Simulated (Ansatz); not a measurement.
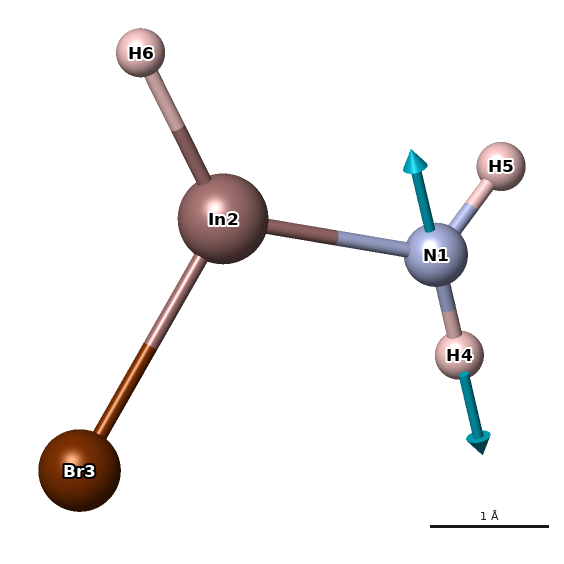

Arrows show the forces on the atoms, 1 Å of arrow for 1 eV/Å; forces under a tenth of the largest aren't drawn. Level of theory: PBE0-D4/def2-TZVP (Ansatz 0.2.0).

### Along which bond is the force strongest?

N1–H4, now 0.991 Å: the forces push its atoms apart, so a first step downhill lengthens it.

List the force components in the frame of the picture (x right, y up, z towards the viewer), in eV/Å.

| atom | Fx | Fy | Fz |
| --- | --- | --- | --- |
| N1 | −0.16 | 0.69 | 0.37 |
| In2 | 0.00 | 0.00 | 0.00 |
| Br3 | 0.00 | 0.00 | 0.00 |
| H4 | 0.16 | −0.69 | −0.37 |
| H5 | 0.00 | 0.00 | 0.00 |
| H6 | 0.00 | 0.00 | 0.00 |
